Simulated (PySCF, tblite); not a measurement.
**C6H3ClF radical: geometry, infrared bands and EPR parameters**

Aim: predict the infrared bands and EPR parameters of C6H3ClF radical (`Fc1[c]cccc1Cl`).

The runs use tblite 0.8.0 and PySCF 2.14.0, with density-fitted response routines of our own; the level of theory stands in each step. All values are computed, except where a source is named. Atoms count from 0, in the outputs and in this text.

### 1 Starting geometry

11 atoms, charge 0, multiplicity 2; geometry from: force field or distance geometry start.

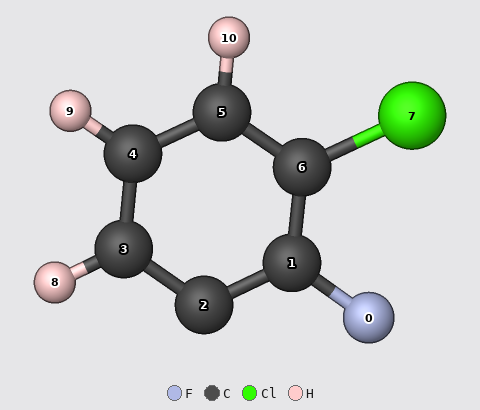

As it starts; fluorine light blue, carbon dark grey, chlorine green, hydrogen pink, atoms numbered; sticks join atoms by distance.

### 2 Geometry optimisation with GFN2-xTB

What the job is given:

```
{"job": {"kind": "relax", "xc": "GFN2-xTB", "basis": "xTB"}, "charge": 0, "multiplicity": 2}
F      2.335800    -1.569300    -0.074800
C      1.154300    -0.902900    -0.048400
C     -0.014700    -1.643300    -0.010000
C     -1.249700    -0.967100     0.014900
C     -1.288900     0.419300     0.042300
C     -0.103000     1.152400     0.006700
C      1.128200     0.488500    -0.031200
Cl     2.592900     1.403400    -0.054400
H     -2.165500    -1.553800     0.044300
H     -2.248400     0.937400     0.068000
H     -0.135700     2.237900     0.016700
```

On the command line:

```console
> OMP_NUM_THREADS=1 python probes_run.py task.json out
```

The driver reads the jobs from task.json and runs them one after another.

The log of the run:

```text
step      E/eV     max force
  0    -640.56684    2.578
  1    -640.65963    0.709
  2    -640.67813    0.343
  3    -640.68699    0.197
  4    -640.68863    0.119
  5    -640.68952    0.074
  6    -640.68982    0.067
  7    -640.69016    0.051
  8    -640.69030    0.024
  9    -640.69035    0.021
 10    -640.69039    0.027
 11    -640.69043    0.027
 12    -640.69046    0.019
 13    -640.69048    0.011
 14    -640.69049    0.006
```

Wall time 0.07 s (1 thread of Arm Neoverse V2, shared host).

Step by step:

```tsv
step	energy from step 0 (eV)	largest force (eV/Å)
0	0.0000	2.5780
1	-0.0928	0.7091
2	-0.1113	0.3434
3	-0.1202	0.1970
4	-0.1218	0.1194
5	-0.1227	0.0741
6	-0.1230	0.0666
7	-0.1233	0.0515
8	-0.1235	0.0239
9	-0.1235	0.0214
10	-0.1236	0.0270
11	-0.1236	0.0274
12	-0.1236	0.0185
13	-0.1236	0.0112
14	-0.1236	0.0059
```

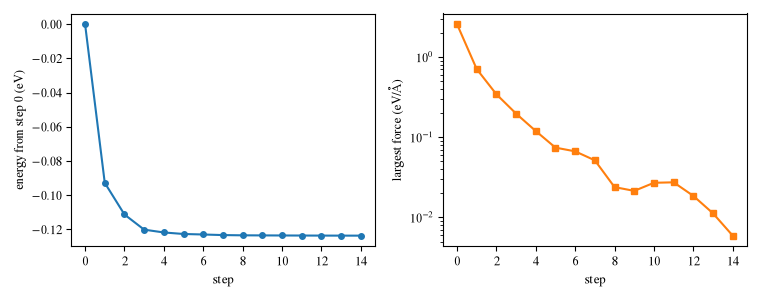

Energy and force, step by step.

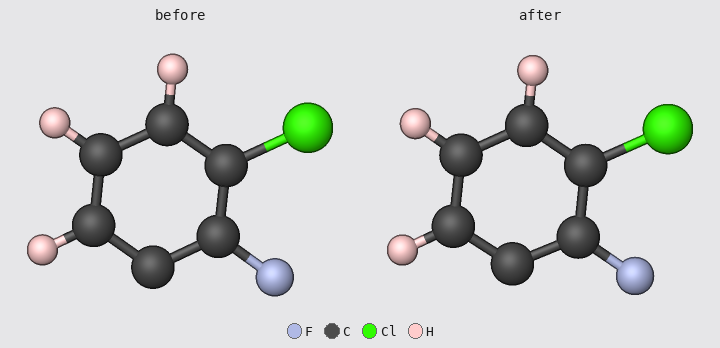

Before and after, at one scale.

Distances of close pairs at the start and the end, largest changes first:

```tsv
bond	before (Å)	after (Å)	change (Å)
C2–C3	1.408	1.361	-0.048
C1–C2	1.384	1.363	-0.022
F0–C1	1.357	1.339	-0.018
C5–C6	1.399	1.386	-0.013
C4–C5	1.395	1.382	-0.012
C4–H9	1.091	1.079	-0.012
C1–C6	1.392	1.402	+0.011
C3–H8	1.088	1.078	-0.010
```

The end geometry stands in the next job.

### 3 Vibrational analysis with GFN2-xTB

What the job is given:

```
{"job": {"kind": "ir", "xc": "GFN2-xTB", "basis": "xTB"}, "charge": 0, "multiplicity": 2}
F      2.337313    -1.540466    -0.077190
C      1.156437    -0.910967    -0.041341
C     -0.031419    -1.578170    -0.015488
C     -1.252644    -0.979320     0.022452
C     -1.285059     0.414482     0.035445
C     -0.106879     1.137325     0.009329
C      1.118791     0.490952    -0.028260
Cl     2.596290     1.380910    -0.058256
H     -2.164750    -1.553773     0.043315
H     -2.234738     0.926025     0.066266
H     -0.127916     2.215674     0.017764
```

The log of the run:

```text
mode    cm-1     km/mol
  1     134.9      0.06
  2     197.3      0.14
  3     241.6      0.02
  4     344.2      1.57
  5     437.2      0.78
  6     460.0      1.74
  7     486.6      0.90
  8     517.3      4.39
  9     610.0      5.62
 10     655.0      1.23
 11     761.8     34.87
 12     790.0     27.20
 13     867.5      0.69
 14     891.9      0.73
 15     989.5     64.06
 16    1091.4      2.73
 17    1152.1      0.01
 18    1157.5      3.56
 19    1230.8     57.70
 20    1266.4     39.10
 21    1388.1      0.97
 22    1431.5     94.27
 23    1500.2      5.00
 24    1604.7     26.78
 25    3084.7      6.91
 26    3096.3      7.55
 27    3105.4      1.27
```

Run time: 0.24 s. Hardware: 1 thread of Arm Neoverse V2, shared host.

Which atoms move in the most intense modes:

```tsv
cm⁻¹	km/mol	atoms
762	34.9	H9 35 %, H8 32 %, H10 15 %
790	27.2	F0 26 %, C5 25 %, C3 20 %, C4 11 %
990	64.1	C6 42 %, C2 21 %
1231	57.7	C1 29 %, H10 15 %, C6 12 %, H8 11 %
1266	39.1	C6 23 %, C1 19 %, C4 19 %, C2 10 %
1432	94.3	C5 31 %, C1 21 %, C2 12 %
1605	26.8	C2 38 %, C5 17 %, C1 14 %, C3 14 %
3096	7.5	H8 76 %
```

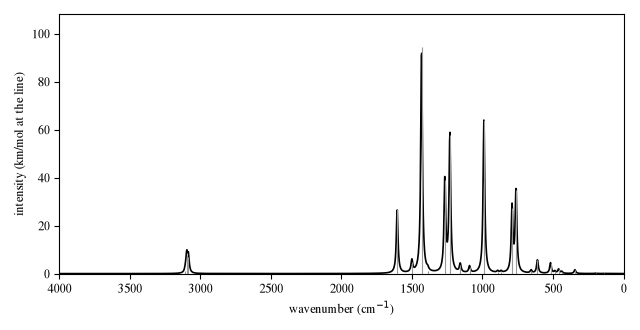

The infrared spectrum from these modes, unscaled. Lines are broadened to a width of 14 cm⁻¹ (Lorentzian).

### 4 EPR parameters: B3LYP/pcH-1

Same as in step 3 but for these lines:

```diff
@@ -1,2 +1,2 @@
-{"job": {"kind": "ir", "xc": "GFN2-xTB", "basis": "xTB"}, "charge": 0, "multiplicity": 2}
+{"job": {"kind": "epr", "basis": "pcH-1"}, "charge": 0, "multiplicity": 2}
 F      2.337313    -1.540466    -0.077190
```

Level: UKS B3LYP, pcH-1 on C Cl F H, non-relativistic, mean-field spin-orbit, GIAO.

The log of the run:

```text
UKS, coarse grid
  cycle   1  E = -790.34531579  |g| = 4.03e-01
  cycle   2  E = -790.25465920  |g| = 6.27e-01
  cycle   3  E = -790.40207098  |g| = 9.14e-02
  cycle   4  E = -790.40558469  |g| = 5.17e-02
  cycle   5  E = -790.40690129  |g| = 1.40e-02
  cycle   6  E = -790.40699174  |g| = 4.62e-03
  cycle   7  E = -790.40700933  |g| = 2.60e-03
  cycle   8  E = -790.40701674  |g| = 1.30e-03
  cycle   9  E = -790.40701979  |g| = 8.40e-04
UKS, final grid
  cycle   1  E = -790.40706118  |g| = 1.27e-03
  cycle   2  E = -790.40705961  |g| = 2.27e-03
  cycle   3  E = -790.40706236  |g| = 2.35e-04
  cycle   4  E = -790.40706245  |g| = 1.77e-04
  cycle   5  E = -790.40706257  |g| = 9.31e-05
  cycle   6  E = -790.40706257  |g| = 1.11e-05
E = -790.40706257 Eh   <S^2> = 0.7572 (exact 0.7500)
g shifts (ppm)      1          2          3
  rmc          -167       -167       -167
  gc             31         15          0
  oz_so        -391        342        731
  total        -527        190        564
hyperfine (MHz)  atom isotope    a_iso     a_fc   dipolar eigenvalues
    0   19F      63.55      63.12    -46.08    -17.68     63.76
    1   13C     -14.18     -14.13    -15.93     -5.72     21.64
    2   13C     405.14     405.24    -79.02    -62.13    141.15
    3   13C       2.26       2.25    -13.32     -1.11     14.43
    4   13C      56.50      56.50     -6.44     -2.01      8.45
    5   13C      -6.01      -6.01     -6.27      2.18      4.09
    6   13C      44.46      44.44     -3.99      0.01      3.98
    7  35Cl       3.98       3.83     -5.21     -3.25      8.46
    8    1H      64.20      64.20     -6.75     -5.60     12.35
    9    1H      16.44      16.44     -3.02     -2.32      5.34
   10    1H       1.93       1.93     -1.53      0.38      1.15
```

Run time: 47 s. Hardware: 1 thread of Arm Neoverse V2, shared host; peak memory 0.93 GiB.

Principal g values 2.00179, 2.00251, 2.00288; g(iso) = 2.00239, against 2.00232 for a free electron.

Hyperfine couplings, nucleus by nucleus at this fixed geometry (no averaging over rotations):

```tsv
nuclei	isotope	a(iso) (MHz)	a(iso) (G, at g = 2.0023)	largest dipolar term (MHz)
C2	13C	405.1	144.6	141.2
H8	1H	64.2	22.9	12.3
F0	19F	63.6	22.7	63.8
C4	13C	56.5	20.2	8.4
C6	13C	44.5	15.9	-4.0
H9	1H	16.4	5.9	5.3
C1	13C	-14.2	-5.1	21.6
C5	13C	-6.0	-2.1	-6.3
Cl7	35Cl	4.0	1.4	8.5
C3	13C	2.3	0.8	14.4
H10	1H	1.9	0.7	-1.5
```

Mulliken spin populations:

```tsv
atom	value (e)
F0	0.01
C1	-0.05
C2	1.00
C3	-0.08
C4	0.06
C5	-0.04
C6	0.04
Cl7	0.02
H8	0.02
H9	0.01
H10	0.00
```

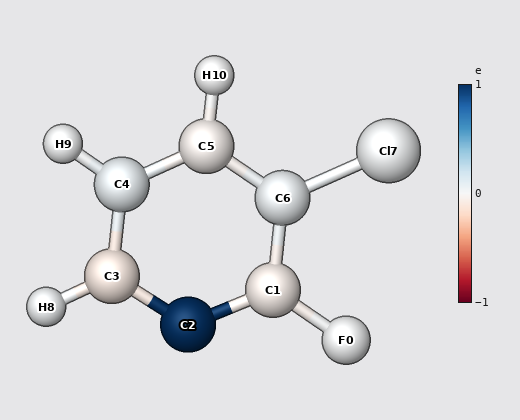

Mulliken spin populations, as colours on the atoms.

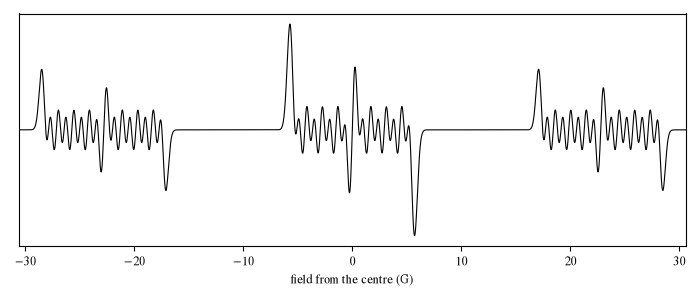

First-order isotropic spectrum (first derivative, main isotopes with spin only, couplings over 0.8 MHz, Gaussian width 0.3 G; couplings of the frozen geometry, rotation of groups not averaged beyond the rows shown).

The fields below are evaluated on a grid from the run's orbitals.

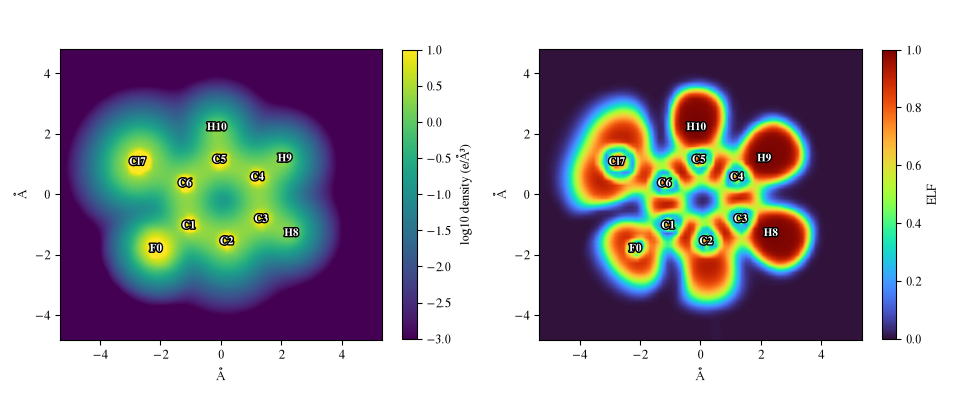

Density (left) and ELF (right) in a plane through or near 11 of the atoms.

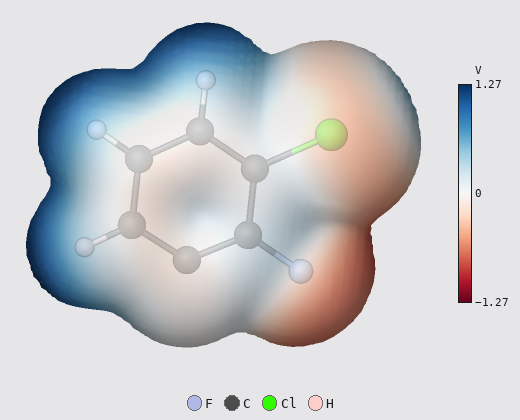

Electrostatic potential on the surface of density 0.002 e/bohr³; red is low, blue high. It runs from -0.76 V near F0 to 1.27 V near H8.

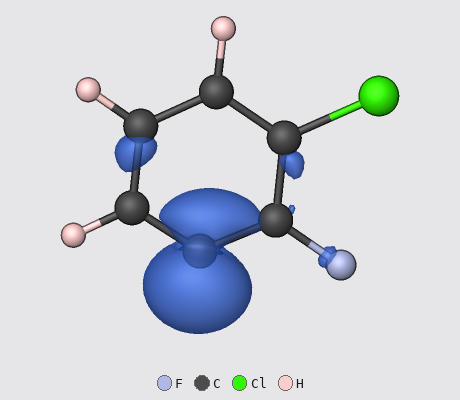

Spin density at ±0.05 e/Å³ (alpha excess blue, beta excess red).

### 5 What came out

| quantity | value |
| --- | --- |
| strongest single infrared mode (GFN2-xTB) | 1432 cm⁻¹, 94 km/mol |
| zero-point energy (GFN2-xTB) | 42.2 kcal/mol |
| g(iso) (B3LYP) | 2.00239 |
| ⟨S²⟩ | 0.757 (exact 0.75) |
| largest a(iso) | 13C on C2, 405.1 MHz |
| potential on the surface of density 0.002 e/bohr³, 1st and 99th percentile | -0.76 V and 1.27 V |

Over 14 steps the energy fell by 0.124 eV; of the close pairs, C2–C3 changed most, 1.408 to 1.361 Å. All 27 modes are real, so the xTB geometry is a minimum. The strongest single mode, at 1432 cm⁻¹, is spread over many atoms; the largest shares are those of C5, C1. Unscaled tight-binding wavenumbers are off by several per cent, some by more. Its intensities can rank the bands wrongly. C2 carries the largest spin population, 1.00 e. The isotropic g lies 0.1 ppt above the free-electron value. The conformer search found further structures of the same energy, which may be mirror or relabelled copies of this one.
